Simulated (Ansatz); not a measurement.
**Gallium, beta-Ga under LDA: from relaxation to bulk modulus**

What does LDA give for gallium in the beta-Ga structure? We relax it, solve it on a dense k-mesh, switch on spin-orbit coupling, then scale the cell to 7 volumes from 88 to 112 % of the relaxed one and try a fit of the equation of state. The k-meshes are 12×12×10 for the relaxation; 20×20×16 for the dense run; 12×12×10 for spin-orbit coupling; 14×14×11 for the volumes. It starts from a measured cell (COD).

Program: Ansatz 0.2.0. Level of theory: DFT LDA (PW92), plane waves (420 eV) with PAW, scalar-relativistic; PBE-made PAW files. These are calculated values, not measurements.

## Step 1: The starting structure

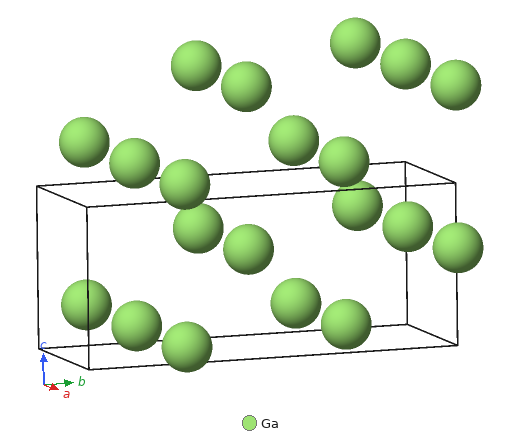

The structure, seen slightly off an axis (gallium green). 2×1×2 conventional cells are drawn; the run uses a primitive one. Any atoms on the faces are drawn again on the opposite ones.

As a file:

```xyz
2
Lattice="1.3830 -4.0265 0.0000 1.3830 4.0265 0.0000 -0.1174 0.0000 3.3299" Properties=species:S:1:pos:R:3 pbc="T T T"
Ga    1.3536   -2.9716    0.8325
Ga    1.2949    2.9716    2.4974
```

## Step 2: Relaxing cell and atoms

input.yaml

```yaml
crystal:
  lattice:
    - [1.383, -4.0265, 0.0]
    - [1.383, 4.0265, 0.0]
    - [-0.11745, 0.0, 3.32993]
  atoms:
    - { symbol: Ga, position: [0.869, 0.131, 0.25] }
    - { symbol: Ga, position: [0.131, 0.869, 0.75] }
hamiltonian:
  xc: lda
  pseudopotentials:
    kind: paw
    azcp:
      Ga: "pseudopotentials/Ga.paw.azcp"
basis:
  ecutwfc: 420
  fft_grid_basis: typed
kpoints:
  mp_grid: { grid: [12, 12, 10], shift: [0, 0, 0] }
magnetization:
  spin_polarized: false
scf:
  occupations: { method: fermi_dirac, width: 0.1 }
relax:
  max_steps: 60
  f_tol: 0.01
  cell: {}
output:
  write_density: true
  write_potential: true
  elf: true
  volumetric_format: npy
```

The program printed (excerpt; [...] marks lines left out):

```text
Warning: <dir> the record states the generating functional pbe (its physics header spells it `PBE`), which answers neither for hamiltonian.xc's functional nor for the lda family's — results may be inconsistent (PPs are generated against a specific XC)
Warning: RAYON_NUM_THREADS=2 ignored (pool sized by the plan → 2); use --threads N
[...]
Pseudopotentials: kind: paw
Pseudopotential: Ga, paw, valence charge 13, recommended cutoff 420 eV (normal), <dir>
Functional definition: SPW92
[...]
Crystal: 2 atoms, lattice volume = 37.086 Å³
Basis set: ecut = 420 eV, 721 PW (Γ)
Bands: 17, of which v1, the nominal top of the filled ones, is band 13 counted from 1 (12 counted from 0)
Symmetry: 4 space group operations
Space group: C2/c (ITA 15), of the structure as read, at distance tolerance 3.3e-5 Å
k-points: 398 of 1440
[...]
SCF iter   1: F=—  HF=-7413.892019 eV  |F-HF|=—  |Δ(HF+E_count)|=         —  Δρ=6.02e-3  dr2=5.19e-3  ethr=1.77e-3  ⟨swp⟩=5.1  Hψ=31470  notcnv=0
[...]
relax step   1: F+E_penalty+E_count = -7413.88953952 eV  Δ(F+E_penalty+E_count) = +0.000e0 eV  max|allowed force component| = 1.563e-1 eV/Å  Δτ_max = 0.0000 Å  P = -3.701 GPa  Ω = 37.086 Å³  (8 SCF iters, dr2 threshold 1.00e-7 eV, accepted)
[...]
relax step   4: F+E_penalty+E_count = -7413.92508334 eV  Δ(F+E_penalty+E_count) = -2.375e-4 eV  max|allowed force component| = 5.529e-3 eV/Å  Δτ_max = 0.0003 Å  P = -0.094 GPa  Ω = 34.674 Å³  energy of the carried Pulay correction = +4.421e-4 eV  (4 SCF iters, dr2 threshold 2.00e-7 eV, accepted)
[...]
relax step  13: F+E_penalty+E_count = -7413.92778777 eV  Δ(F+E_penalty+E_count) = +4.309e-4 eV  max|allowed force component| = 8.377e-4 eV/Å  Δτ_max = 0.0000 Å  P = -0.003 GPa  Ω = 34.670 Å³  stress off target by 2.35e-2 GPa  SCF on the basis re-selected at this cell (its energy is not [...]
SCF converged after 6 iterations
Free energy (F): -7413.927788 eV
[...]
E sigma→0 (E₀):  -7413.917759 eV
Entropy (-TS):   -0.020058 eV (-10.029 meV/atom)
Fermi energy:    10.465052 eV
[...]
--- Forces (eV/Å), atoms counted from 1 ---
  atom   1  Ga     0.00000000     0.00083769     0.00000000
  atom   2  Ga    -0.00000000    -0.00083769    -0.00000000
[...]
--- Stress (GPa, compression-positive) ---
        0.023158       0.000000       0.003454
        0.000000      -0.015976      -0.000000
        0.003454      -0.000000      -0.015643
  P = ⅓ Tr σ = -0.0028 GPa (-0.028 kbar)
--- Band table (eV; the first three rows and the last of 398) ---
  k-point 0: bands = ["-4.8507", "-4.8367", "-4.7798", "-4.7731", "-4.4594", "-4.4540", "-4.4054", "-4.3974", "-4.3700", "-4.2246", "-1.2954", "8.4915", "9.2621", "11.7441", "15.8197", "20.5275", "21.1038"]
[...]
--- Relaxed structure (12 steps of the walk, 10 accepted, 1 SCFs on fresh bases) ---
  F+E_penalty+E_count = -7413.92778777 eV   max|allowed force component| = 8.377e-4 eV/Å   (the final SCF, on the basis selected at the relaxed cell)
  cell:  # Å, volume = 34.6697 Å³
    - [1.3560261934636455, -3.8729045446427675, -0.04073965347516051]
    - [1.3560261934636455, 3.8729045446427675, -0.04073965347516051]
    - [-0.21325052112714854, 0.0, 3.3071745849119094]
  atoms:
    - { symbol: Ga, position: [0.8660623420364121, 0.13393765796358795, 0.25] }
    - { symbol: Ga, position: [0.13393765796358786, 0.866062342036412, 0.7499999999999997] }
```

Wall time 47 s (2 threads of an x86-64 CPU, shared host); peak memory 0.59 GiB.

The steps of the relaxation:

| step | energy change (meV/atom) | largest force (eV/Å) | pressure (GPa) | volume (Å³/atom) | accepted |
| --- | --- | --- | --- | --- | --- |
| 1 | 0.00 | 0.1563 | -3.70 | 18.543 | yes |
| 2 | -17.08 | 0.0696 | 0.34 | 17.220 | yes |
| 3 | -17.65 | 0.0002 | -0.11 | 17.334 | yes |
| 4 | -17.77 | 0.0055 | -0.09 | 17.337 | yes |
| 5 | -17.91 | 0.0043 | 0.03 | 17.319 | yes |
| 6 | -17.98 | 0.0056 | 0.23 | 17.296 | yes |
| 7 | -18.07 | 0.0086 | 0.18 | 17.298 | yes |
| 8 | -18.57 | 0.0011 | 0.17 | 17.300 | yes |
| 9 | -17.73 | 0.0067 | 0.33 | 17.270 | no |
| 10 | -19.20 | 0.0308 | -0.15 | 17.370 | yes |
| 11 | -18.30 | 0.1252 | 0.10 | 17.319 | no |
| 12 | -19.34 | 0.0008 | 0.00 | 17.335 | yes |
| 13 | -19.12 | 0.0008 | 0.00 | 17.335 | yes |

Steps that repeat a cell are solved on a basis chosen anew, so their changes of energy are no gain of the relaxation.

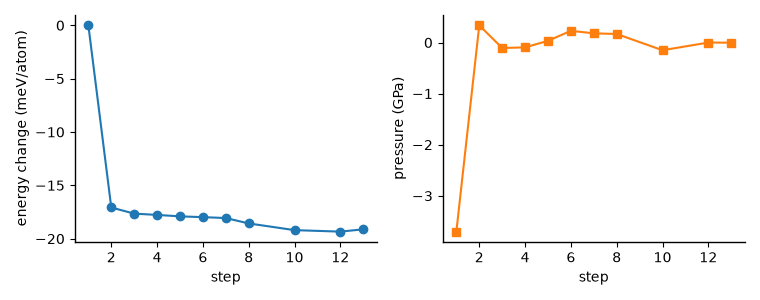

Energy and pressure over the accepted steps.

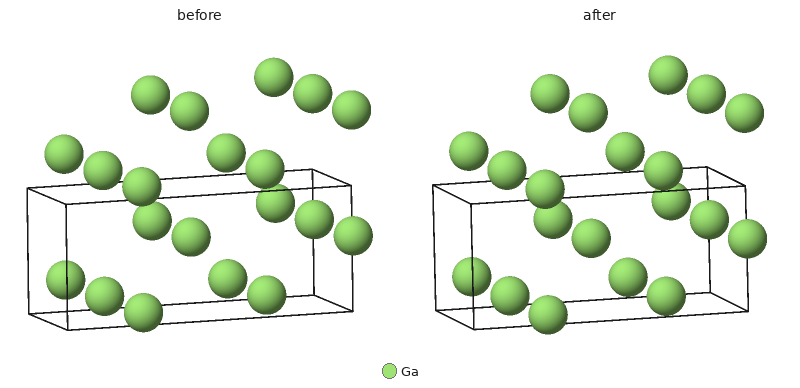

Start and end of the relaxation side by side. The cells drawn are those of the first picture.

Changes in the cell that was computed:

|  | before | after | change |
| --- | --- | --- | --- |
| a (Å) | 4.257 | 4.104 | -3.6 % |
| b (Å) | 4.257 | 4.104 | -3.6 % |
| c (Å) | 3.332 | 3.314 | -0.5 % |
| α (°) | 90.66 | 91.79 | +1.2 % |
| β (°) | 90.66 | 91.79 | +1.2 % |
| γ (°) | 142.09 | 141.39 | -0.5 % |
| volume (Å³/atom) | 18.543 | 17.335 | -6.5 % |
| shortest distance (Å) | 2.688 | 2.655 | -1.2 % |
| space group (spins left aside) | C2/c | C2/c | same |

## Step 3: Single point on a dense mesh

input.yaml

```yaml
crystal:
  lattice:
    - [1.3560261935, -3.8729045446, -0.0407396535]
    - [1.3560261935, 3.8729045446, -0.0407396535]
    - [-0.2132505211, 0.0, 3.3071745849]
  atoms:
    - { symbol: Ga, position: [0.866062342, 0.133937658, 0.25] }
    - { symbol: Ga, position: [0.133937658, 0.866062342, 0.75] }
hamiltonian:
  xc: lda
  pseudopotentials:
    kind: paw
    azcp:
      Ga: "pseudopotentials/Ga.paw.azcp"
basis:
  ecutwfc: 420
  fft_grid_basis: typed
kpoints:
  mp_grid: { grid: [20, 20, 16], shift: [0, 0, 0] }
magnetization:
  spin_polarized: false
scf:
  occupations: { method: fermi_dirac, width: 0.1 }
```

The program printed (excerpt; [...] marks lines left out):

```text
Warning: <dir> the record states the generating functional pbe (its physics header spells it `PBE`), which answers neither for hamiltonian.xc's functional nor for the lda family's — results may be inconsistent (PPs are generated against a specific XC)
Warning: RAYON_NUM_THREADS=2 ignored (pool sized by the plan → 2); use --threads N
[...]
[... 3 set-up lines as earlier in the session ...]
[...]
Crystal: 2 atoms, lattice volume = 34.670 Å³
Basis set: ecut = 420 eV, 679 PW (Γ)
Bands: 17, of which v1, the nominal top of the filled ones, is band 13 counted from 1 (12 counted from 0)
[... 2 set-up lines as earlier in the session ...]
k-points: 1692 of 6400
[...]
SCF iter   1: F=—  HF=-7413.925033 eV  |F-HF|=—  |Δ(HF+E_count)|=         —  Δρ=6.24e-3  dr2=4.90e-3  ethr=1.77e-3  ⟨swp⟩=5.1  Hψ=133945  notcnv=0
[...]
SCF iter   8: F=-7413.922497 eV  HF=-7413.922497 eV  |F-HF|=1.35e-8  |Δ(HF+E_count)|=   2.51e-7  Δρ=6.20e-6  dr2=6.06e-9  ethr=3.85e-10  ⟨swp⟩=3.0  Hψ=74876  notcnv=0
[...]
SCF converged after 8 iterations
Free energy (F): -7413.922497 eV
[...]
E sigma→0 (E₀):  -7413.911117 eV
Entropy (-TS):   -0.022761 eV (-11.381 meV/atom)
Fermi energy:    10.451786 eV
[...]
```

It took 13 s on 2 threads of an x86-64 CPU, shared host; peak memory 1.1 GiB.

## Step 4: A two-component run at the same geometry

input.yaml: that of step 3 with these lines changed.

```diff
@@ -11,3 +11,3 @@
   pseudopotentials:
-    kind: paw
+    kind: paw_fr
     azcp:
@@ -18,5 +18,6 @@
 kpoints:
-  mp_grid: { grid: [20, 20, 16], shift: [0, 0, 0] }
+  mp_grid: { grid: [12, 12, 10], shift: [0, 0, 0] }
 magnetization:
-  spin_polarized: false
+  noncollinear: true
+  spin_orbit: true
 scf:
```

The program printed (excerpt; [...] marks lines left out):

```text
Warning: <dir> the record states the generating functional pbe (its physics header spells it `PBE`), which answers neither for hamiltonian.xc's functional nor for the lda family's — results may be inconsistent (PPs are generated against a specific XC)
Warning: RAYON_NUM_THREADS=2 ignored (pool sized by the plan → 2); use --threads N
[...]
Pseudopotentials: kind: paw_fr
Pseudopotential: Ga, paw_fr, valence charge 13, recommended cutoff 420 eV (normal), <dir>
[... 1 set-up line as earlier in the session ...]
[...]
non-collinear run that drives no moment, with spin-orbit: no starting moment large enough to seed its density (crystal.atoms[].spin), no starting occupations that ask for one, no magnetisation constraint and no magnetic field, so the semilocal B_xc is pinned to zero
Crystal: 2 atoms, lattice volume = 34.670 Å³
Basis set: ecut = 420 eV, 679 PW (Γ)
Bands: 34, of which v1, the nominal top of the filled ones, is band 26 counted from 1 (25 counted from 0)
Symmetry: 4 space group operations + 4 with time reversal
[...]
k-points: 398 of 1440
Projection manifold: j_resolved (fully-relativistic pseudo-atomic orbitals)
[...]
SCF iter   1: F=—  HF=-7414.147989 eV  |F-HF|=—  |Δ(HF+E_count)|=         —  Δρ=2.46e-2  dr2=1.82e-1  dr2_m=0.00e0 (ungated)  ethr=3.10e-3  |M|=0.00e0 ∫|m|=0.00e0 μB  |m|>n=0.0e0 m-floor=0.0e0 τ_xc=0.0e0  β_m=0.30  ⟨swp⟩=6.1  Hψ=31299  notcnv=0  defer=90
[...]
spin=Noncollinear: Kerker preconditioning applied to the charge; magnetization (m_x, m_y, m_z) channels mix plain (no charge-response kernel on spin).
[...]
SCF iter   8: F=-7414.074189 eV  HF=-7414.074189 eV  |F-HF|=3.70e-9  |Δ(HF+E_count)|=   4.93e-8  Δρ=3.74e-6  dr2=7.73e-9  dr2_m=0.00e0 (ungated)  ethr=3.85e-10  |M|=0.00e0 ∫|m|=0.00e0 μB  |m|>n=0.0e0 m-floor=0.0e0 τ_xc=0.0e0  ⟨swp⟩=2.7  Hψ=14598  notcnv=0
[...]
SCF converged after 8 iterations
Magnetization: |M| = 0.0000 μB,  M = (+0.0000, +0.0000, +0.0000) μB
Absolute magnetization: 0.0000 μB (∫|m|)
  site 0: m = (+0.0000, +0.0000, +0.0000) μB, |m| = 0.0000 μB  (R = 1.10 Å)
  site 1: m = (+0.0000, +0.0000, +0.0000) μB, |m| = 0.0000 μB  (R = 1.10 Å)
Free energy (F): -7414.074189 eV
[...]
E sigma→0 (E₀):  -7414.064162 eV
Entropy (-TS):   -0.020054 eV (-10.027 meV/atom)
Fermi energy:    10.463227 eV
[...]
```

It took 17 s on 2 threads of an x86-64 CPU, shared host; peak memory 0.93 GiB.

With and without spin-orbit coupling:

|  | scalar-relativistic | with spin-orbit coupling |
| --- | --- | --- |
| k-mesh | 20×20×16 | 12×12×10 |
| gap on the mesh | none (levels filled in part) | none (levels filled in part) |

The meshes differ, so small differences between the columns need not come from spin-orbit coupling.

## Step 5: Volume × 0.88

input.yaml

```yaml
crystal:
  lattice:
    - [1.299458166, -3.7113423479, -0.0390401569]
    - [1.299458166, 3.7113423479, -0.0390401569]
    - [-0.2043545563, 0.0, 3.1692123954]
  atoms:
    - { symbol: Ga, position: [0.866062342, 0.133937658, 0.25] }
    - { symbol: Ga, position: [0.133937658, 0.866062342, 0.75] }
hamiltonian:
  xc: lda
  pseudopotentials:
    kind: paw
    azcp:
      Ga: "pseudopotentials/Ga.paw.azcp"
basis:
  ecutwfc: 420
  fft_grid_basis: typed
kpoints:
  mp_grid: { grid: [14, 14, 11], shift: [0, 0, 0] }
magnetization:
  spin_polarized: false
scf:
  occupations: { method: fermi_dirac, width: 0.1 }
  lower_state_search: "off"
output:
  stress: true
```

The program printed (excerpt; [...] marks lines left out):

```text
Warning: <dir> the record states the generating functional pbe (its physics header spells it `PBE`), which answers neither for hamiltonian.xc's functional nor for the lda family's — results may be inconsistent (PPs are generated against a specific XC)
Warning: RAYON_NUM_THREADS=2 ignored (pool sized by the plan → 2); use --threads N
[...]
[... 3 set-up lines as earlier in the session ...]
[...]
Crystal: 2 atoms, lattice volume = 30.509 Å³
Basis set: ecut = 420 eV, 613 PW (Γ)
Bands: 17, of which v1, the nominal top of the filled ones, is band 13 counted from 1 (12 counted from 0)
[... 1 set-up line as earlier in the session ...]
Space group: C2/c (ITA 15), of the structure as read, at distance tolerance 3.1e-5 Å
k-points: 582 of 2156
[...]
SCF iter   1: F=—  HF=-7413.786916 eV  |F-HF|=—  |Δ(HF+E_count)|=         —  Δρ=6.91e-3  dr2=5.10e-3  ethr=1.77e-3  ⟨swp⟩=5.0  Hψ=45028  notcnv=0
[...]
SCF iter   6: F=-7413.784689 eV  HF=-7413.784689 eV  |F-HF|=1.24e-8  |Δ(HF+E_count)|=   6.68e-9  Δρ=1.48e-5  dr2=5.83e-8  ethr=3.85e-10  ⟨swp⟩=5.0  Hψ=40523  notcnv=0
[...]
SCF converged after 6 iterations
Free energy (F): -7413.784689 eV
[...]
E sigma→0 (E₀):  -7413.774825 eV
Entropy (-TS):   -0.019727 eV (-9.864 meV/atom)
Fermi energy:    12.445226 eV
[...]
--- Stress (GPa, compression-positive) ---
       12.841137       0.000000       0.438611
        0.000000      12.485150      -0.000000
        0.438610      -0.000000      10.178526
  P = ⅓ Tr σ = 11.8349 GPa (118.349 kbar)
```

It took 5.2 s on 2 threads of an x86-64 CPU, shared host; peak memory 0.57 GiB.

## Step 6: Volume × 0.92

input.yaml: that of step 5 with these lines changed.

```diff
@@ -2,5 +2,5 @@
   lattice:
-    - [1.299458166, -3.7113423479, -0.0390401569]
-    - [1.299458166, 3.7113423479, -0.0390401569]
-    - [-0.2043545563, 0.0, 3.1692123954]
+    - [1.3188559238, -3.7667436851, -0.0396229318]
+    - [1.3188559238, 3.7667436851, -0.0396229318]
+    - [-0.207405074, 0.0, 3.2165210476]
   atoms:
```

The program printed (excerpt; [...] marks lines left out):

```text
Warning: <dir> the record states the generating functional pbe (its physics header spells it `PBE`), which answers neither for hamiltonian.xc's functional nor for the lda family's — results may be inconsistent (PPs are generated against a specific XC)
Warning: RAYON_NUM_THREADS=2 ignored (pool sized by the plan → 2); use --threads N
[...]
[... 3 set-up lines as earlier in the session ...]
[...]
Crystal: 2 atoms, lattice volume = 31.896 Å³
Basis set: ecut = 420 eV, 635 PW (Γ)
Bands: 17, of which v1, the nominal top of the filled ones, is band 13 counted from 1 (12 counted from 0)
[... 1 set-up line as earlier in the session ...]
Space group: C2/c (ITA 15), of the structure as read, at distance tolerance 3.2e-5 Å
k-points: 582 of 2156
[...]
SCF iter   1: F=—  HF=-7413.867253 eV  |F-HF|=—  |Δ(HF+E_count)|=         —  Δρ=6.68e-3  dr2=5.02e-3  ethr=1.77e-3  ⟨swp⟩=5.0  Hψ=45235  notcnv=0
[...]
SCF iter   7: F=-7413.864843 eV  HF=-7413.864843 eV  |F-HF|=4.83e-8  |Δ(HF+E_count)|=   6.83e-9  Δρ=1.24e-5  dr2=2.81e-8  ethr=3.85e-10  ⟨swp⟩=4.3  Hψ=35500  notcnv=0
[...]
SCF converged after 7 iterations
Free energy (F): -7413.864843 eV
[...]
E sigma→0 (E₀):  -7413.854446 eV
Entropy (-TS):   -0.020795 eV (-10.397 meV/atom)
Fermi energy:    11.719609 eV
[...]
--- Stress (GPa, compression-positive) ---
        7.746803       0.000000       0.328917
        0.000000       7.256181      -0.000000
        0.328918      -0.000000       5.663209
  P = ⅓ Tr σ = 6.8887 GPa (68.887 kbar)
```

Wall time 5.2 s (2 threads of an x86-64 CPU, shared host); peak memory 0.58 GiB.

## Step 7: Volume × 0.96

input.yaml: that of step 6 with these lines changed.

```diff
@@ -2,5 +2,5 @@
   lattice:
-    - [1.3188559238, -3.7667436851, -0.0396229318]
-    - [1.3188559238, 3.7667436851, -0.0396229318]
-    - [-0.207405074, 0.0, 3.2165210476]
+    - [1.3376992686, -3.8205615803, -0.0401890501]
+    - [1.3376992686, 3.8205615803, -0.0401890501]
+    - [-0.210368404, 0.0, 3.2624775573]
   atoms:
```

The program printed (excerpt; [...] marks lines left out):

```text
Warning: <dir> the record states the generating functional pbe (its physics header spells it `PBE`), which answers neither for hamiltonian.xc's functional nor for the lda family's — results may be inconsistent (PPs are generated against a specific XC)
Warning: RAYON_NUM_THREADS=2 ignored (pool sized by the plan → 2); use --threads N
[...]
[... 3 set-up lines as earlier in the session ...]
[...]
Crystal: 2 atoms, lattice volume = 33.283 Å³
Basis set: ecut = 420 eV, 659 PW (Γ)
Bands: 17, of which v1, the nominal top of the filled ones, is band 13 counted from 1 (12 counted from 0)
[... 2 set-up lines as earlier in the session ...]
k-points: 582 of 2156
[...]
SCF iter   1: F=—  HF=-7413.909584 eV  |F-HF|=—  |Δ(HF+E_count)|=         —  Δρ=6.45e-3  dr2=4.96e-3  ethr=1.77e-3  ⟨swp⟩=5.1  Hψ=45995  notcnv=0
[...]
SCF iter   8: F=-7413.907062 eV  HF=-7413.907062 eV  |F-HF|=3.40e-9  |Δ(HF+E_count)|=   9.96e-8  Δρ=2.96e-6  dr2=1.47e-9  ethr=3.85e-10  ⟨swp⟩=4.6  Hψ=36955  notcnv=0
[...]
SCF converged after 8 iterations
Free energy (F): -7413.907062 eV
[...]
E sigma→0 (E₀):  -7413.896110 eV
Entropy (-TS):   -0.021904 eV (-10.952 meV/atom)
Fermi energy:    11.054284 eV
[...]
--- Stress (GPa, compression-positive) ---
        3.718119       0.000000       0.244162
        0.000000       3.220144       0.000000
        0.244162       0.000000       2.138946
  P = ⅓ Tr σ = 3.0257 GPa (30.257 kbar)
```

Wall time 6.5 s (2 threads of an x86-64 CPU, shared host); peak memory 0.58 GiB.

## Step 8: Volume × 1.0

input.yaml: that of step 7 with these lines changed.

```diff
@@ -2,5 +2,5 @@
   lattice:
-    - [1.3376992686, -3.8205615803, -0.0401890501]
-    - [1.3376992686, 3.8205615803, -0.0401890501]
-    - [-0.210368404, 0.0, 3.2624775573]
+    - [1.3560261935, -3.8729045446, -0.0407396535]
+    - [1.3560261935, 3.8729045446, -0.0407396535]
+    - [-0.2132505211, 0.0, 3.3071745849]
   atoms:
```

The program printed (excerpt; [...] marks lines left out):

```text
Warning: <dir> the record states the generating functional pbe (its physics header spells it `PBE`), which answers neither for hamiltonian.xc's functional nor for the lda family's — results may be inconsistent (PPs are generated against a specific XC)
Warning: RAYON_NUM_THREADS=2 ignored (pool sized by the plan → 2); use --threads N
[...]
[... 3 set-up lines as earlier in the session ...]
[...]
Crystal: 2 atoms, lattice volume = 34.670 Å³
Basis set: ecut = 420 eV, 679 PW (Γ)
Bands: 17, of which v1, the nominal top of the filled ones, is band 13 counted from 1 (12 counted from 0)
[... 2 set-up lines as earlier in the session ...]
k-points: 582 of 2156
[...]
SCF iter   1: F=—  HF=-7413.922198 eV  |F-HF|=—  |Δ(HF+E_count)|=         —  Δρ=6.24e-3  dr2=4.90e-3  ethr=1.77e-3  ⟨swp⟩=5.1  Hψ=46057  notcnv=0
[...]
SCF iter   8: F=-7413.919666 eV  HF=-7413.919666 eV  |F-HF|=1.40e-8  |Δ(HF+E_count)|=   2.54e-7  Δρ=6.32e-6  dr2=6.30e-9  ethr=3.85e-10  ⟨swp⟩=4.8  Hψ=38793  notcnv=0
[...]
SCF converged after 8 iterations
Free energy (F): -7413.919666 eV
[...]
E sigma→0 (E₀):  -7413.908205 eV
Entropy (-TS):   -0.022922 eV (-11.461 meV/atom)
Fermi energy:    10.442777 eV
[...]
--- Stress (GPa, compression-positive) ---
        0.539385       0.000000       0.176781
        0.000000       0.105722      -0.000000
        0.176781      -0.000000      -0.608561
  P = ⅓ Tr σ = 0.0122 GPa (0.122 kbar)
```

It took 6 s on 2 threads of an x86-64 CPU, shared host; peak memory 0.59 GiB.

## Step 9: Volume × 1.04

input.yaml: that of step 8 with these lines changed.

```diff
@@ -2,5 +2,5 @@
   lattice:
-    - [1.3560261935, -3.8729045446, -0.0407396535]
-    - [1.3560261935, 3.8729045446, -0.0407396535]
-    - [-0.2132505211, 0.0, 3.3071745849]
+    - [1.3738706897, -3.9238696595, -0.041275763]
+    - [1.3738706897, 3.9238696595, -0.041275763]
+    - [-0.2160567708, 0.0, 3.3506950308]
   atoms:
```

The program printed (excerpt; [...] marks lines left out):

```text
Warning: <dir> the record states the generating functional pbe (its physics header spells it `PBE`), which answers neither for hamiltonian.xc's functional nor for the lda family's — results may be inconsistent (PPs are generated against a specific XC)
Warning: RAYON_NUM_THREADS=2 ignored (pool sized by the plan → 2); use --threads N
[...]
[... 3 set-up lines as earlier in the session ...]
[...]
Crystal: 2 atoms, lattice volume = 36.056 Å³
Basis set: ecut = 420 eV, 703 PW (Γ)
Bands: 17, of which v1, the nominal top of the filled ones, is band 13 counted from 1 (12 counted from 0)
[... 2 set-up lines as earlier in the session ...]
k-points: 582 of 2156
[...]
SCF iter   1: F=—  HF=-7413.911700 eV  |F-HF|=—  |Δ(HF+E_count)|=         —  Δρ=6.05e-3  dr2=4.87e-3  ethr=1.77e-3  ⟨swp⟩=5.1  Hψ=45972  notcnv=0
[...]
SCF iter   8: F=-7413.909206 eV  HF=-7413.909206 eV  |F-HF|=1.61e-8  |Δ(HF+E_count)|=   3.05e-7  Δρ=6.62e-6  dr2=7.06e-9  ethr=3.85e-10  ⟨swp⟩=4.8  Hψ=38653  notcnv=0
[...]
SCF converged after 8 iterations
Free energy (F): -7413.909206 eV
[...]
E sigma→0 (E₀):  -7413.897283 eV
Entropy (-TS):   -0.023847 eV (-11.924 meV/atom)
Fermi energy:    9.879191 eV
[...]
--- Stress (GPa, compression-positive) ---
       -1.961922       0.000000       0.149359
        0.000000      -2.284705      -0.000000
        0.149359      -0.000000      -2.743839
  P = ⅓ Tr σ = -2.3302 GPa (-23.302 kbar)
```

It took 5.7 s on 2 threads of an x86-64 CPU, shared host; peak memory 0.57 GiB.

[end of part 1 of 2]
